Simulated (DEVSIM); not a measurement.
Structure: Schottky contact on n-type Si, at 500 K.

```tsv
layer (left to right)	material	thickness (μm)	Nd (cm⁻³)	τn (s)	τp (s)
1	Si	0.610	2.5e15	0.00023	0.00023
2	Si	3.40	2.4e18	0.00023	0.00023
```

Left contact: Schottky, work function 4.51 eV, emission velocity 3.2e6 cm/s. Right contact: ohmic. Voltage is applied to the left contact. Recombination: SRH at mid-gap, radiative. Mobility is μmin + (μ − μmin)/(1 + (N/Nref)^α).

This is a model device: material constants are rounded textbook-type values typed into the input, and sizes, dopings and lifetimes were drawn at random. Values at 300 K; Nc and Nv go as T^1.5, mobilities as T to minus their exponent, the gap by Varshni's rule with the affinity fixed.

| parameter | Si |
|---|---|
| gap (eV) | 1.124 |
| affinity (eV) | 4.05 |
| permittivity | 11.7 |
| Nc (cm⁻³) | 2.86e19 |
| Nv (cm⁻³) | 3.1e19 |
| μn (cm²/Vs) | 1417 |
| μp (cm²/Vs) | 470 |
| μn,min | 52 |
| μp,min | 45 |
| Nref,n | 9.7e16 |
| Nref,p | 2.2e17 |
| αn | 0.68 |
| αp | 0.72 |
| T exponent of μn | 2.3 |
| T exponent of μp | 2.2 |
| B (cm³/s) | 4.7e-15 |
| Varshni α (eV/K) | 0.000473 |
| Varshni β (K) | 636 |

Model (solved in DEVSIM): 1D drift-diffusion, Boltzmann statistics, complete ionisation; no tunnelling, impact ionisation, image-force lowering or self-heating. Metal contacts follow the ideal Schottky-Mott rule: no Fermi-level pinning, no interface dipoles.

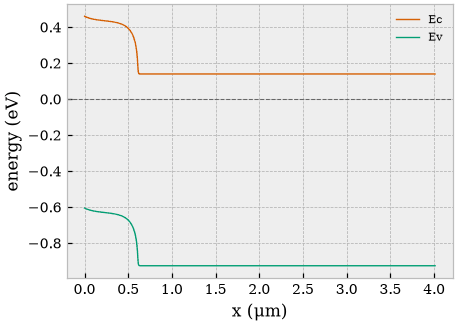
Fig. 1. Band edges at zero bias

Energies count from the Fermi level of the right contact; mesh points crowd at the junctions.

| x (μm) | Ec (eV) | Ev (eV) | n (cm⁻³) | p (cm⁻³) | field (V/cm) |
|---|---|---|---|---|---|
| 0.000 | 0.460 | -0.605 | 1.4e15 | 5.3e13 | -2200 |
| 0.01977 | 0.456 | -0.610 | 1.6e15 | 4.8e13 | -1900 |
| 0.05447 | 0.450 | -0.615 | 1.8e15 | 4.2e13 | -1500 |
| 0.1154 | 0.443 | -0.622 | 2.1e15 | 3.6e13 | -910 |
| 0.2853 | 0.432 | -0.633 | 2.7e15 | 2.8e13 | -630 |
| 0.4329 | 0.415 | -0.650 | 4.0e15 | 1.9e13 | -2200 |
| 0.5204 | 0.382 | -0.684 | 8.7e15 | 8.6e12 | -6400 |
| 0.5815 | 0.310 | -0.756 | 4.7e16 | 1.6e12 | -22000 |
| 0.6050 | 0.222 | -0.843 | 3.6e17 | 2.1e11 | -68000 |
| 0.6221 | 0.141 | -0.924 | 2.3e18 | 3.2e10 | -4000 |
| 0.6522 | 0.140 | -0.926 | 2.4e18 | 3.1e10 | ≈ 0 |
| 0.7407 | 0.140 | -0.926 | 2.4e18 | 3.1e10 | ≈ 0 |
| 0.8691 | 0.140 | -0.926 | 2.4e18 | 3.1e10 | ≈ 0 |
| 1.104 | 0.140 | -0.926 | 2.4e18 | 3.1e10 | ≈ 0 |
| 1.745 | 0.140 | -0.926 | 2.4e18 | 3.1e10 | ≈ 0 |
| 2.624 | 0.140 | -0.926 | 2.4e18 | 3.1e10 | ≈ 0 |
| 3.263 | 0.140 | -0.926 | 2.4e18 | 3.1e10 | ≈ 0 |
| 3.613 | 0.140 | -0.926 | 2.4e18 | 3.1e10 | ≈ 0 |
| 3.853 | 0.140 | -0.926 | 2.4e18 | 3.1e10 | ≈ 0 |
| 3.935 | 0.140 | -0.926 | 2.4e18 | 3.1e10 | ≈ 0 |
| 3.980 | 0.140 | -0.926 | 2.4e18 | 3.1e10 | ≈ 0 |
| 4.010 | 0.140 | -0.926 | 2.4e18 | 3.1e10 | ≈ 0 |
